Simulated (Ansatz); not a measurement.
**BaTiO3, pressure series**

The reference is BaTiO3 (space group P4mm, No. 99; a = 3.985 Å, c = 4.201 Å).

Cell and atoms are relaxed at each pressure.

The values are results of Kohn–Sham DFT with the PBE functional, run in Ansatz (a first-principles code) with PAW and 420 eV plane waves, no SOC, not measurements.

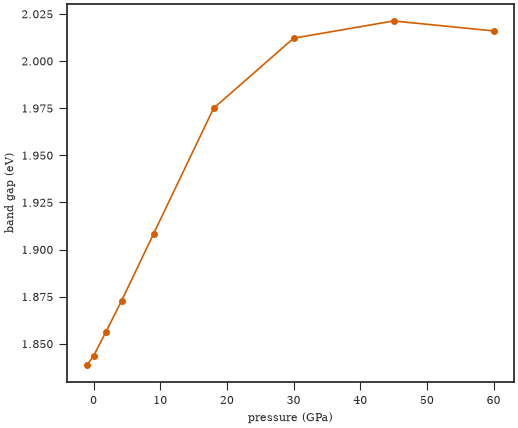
Band gap against pressure

Problem. From the plot, what is the band gap for pressure 9 GPa?

Solution. About 1.91 eV.

Problem. Is the trend monotonic over the range shown?

Solution. Yes, it rises throughout, spanning 1.84 eV to 2.02 eV.

Load acts through the strain it causes; cell and atoms are relaxed under it. Whether these cells are dynamically stable was not tested. No other phases were tried under pressure. The final runs are not spin-polarised. Along this pressure series the structure jumps between pressure 9 GPa and pressure 18 GPa; cells beyond that are another form of it.
